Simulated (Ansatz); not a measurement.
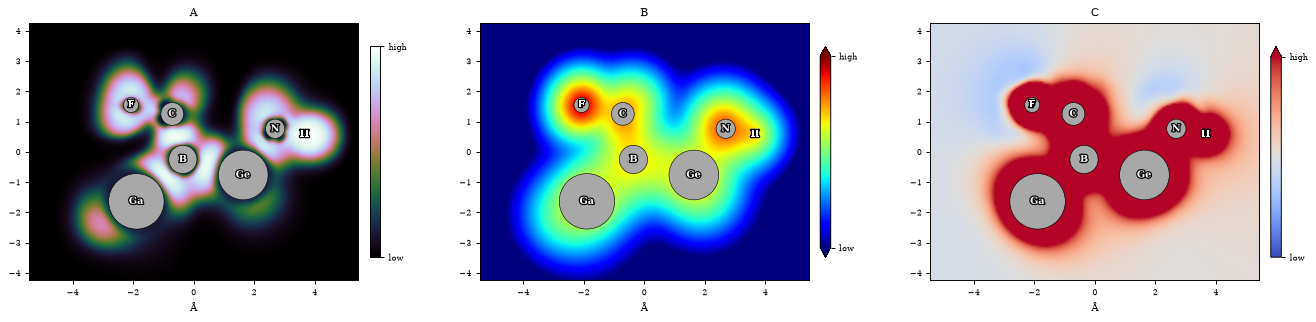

CH₈BFGaGeNSe: 3 fields on the plane of atoms N1, Ge2 and B3, with unlabelled colour scales. Grey discs cover the atomic cores.

Geometry: PBE0-D4/def2-TZVP.

Method: Ansatz 0.2.0, RKS PBE0-D4/def2-TZVPP.

```xyz
15

N    -2.6175    0.6562    0.3234
Ge   -0.8609    1.1855    0.5952
B     0.4246   -0.3714    0.1785
C    -0.1987   -1.7014   -0.2999
F     0.7146   -2.7142   -0.6006
Ga    2.4864   -0.1980    0.2372
Se    3.4749    0.7982   -1.6318
H    -2.9613    0.0131    1.0246
H    -3.2651    1.4321    0.2796
H    -0.6216    2.3421   -0.3954
H    -0.5977    1.7431    2.0198
H    -0.8931   -2.0937    0.4592
H    -0.8206   -1.5272   -1.1910
H     3.5338   -0.5720    1.3356
H     2.2021    1.0076   -2.3343
```

The panels show electron density, electron localisation function and electrostatic potential in some order. Assign them.

Panel A: electron localisation function. Panel B: electron density. Panel C: electrostatic potential (strongly positive close to the atoms, with negative regions outside electron-rich atoms). From the grid: C–F (1.40 Å): the density is about 2 e/Å³ at the midpoint, with its minimum of 1.6 e/Å³ about 0.5 Å from C; the ELF peaks at about 0.85 between the atoms (a polar covalent bond). C–B (1.54 Å): ρ at the midpoint is about 1.5 e/Å³; the ELF peaks at about 0.95 between the atoms; a covalent bond.
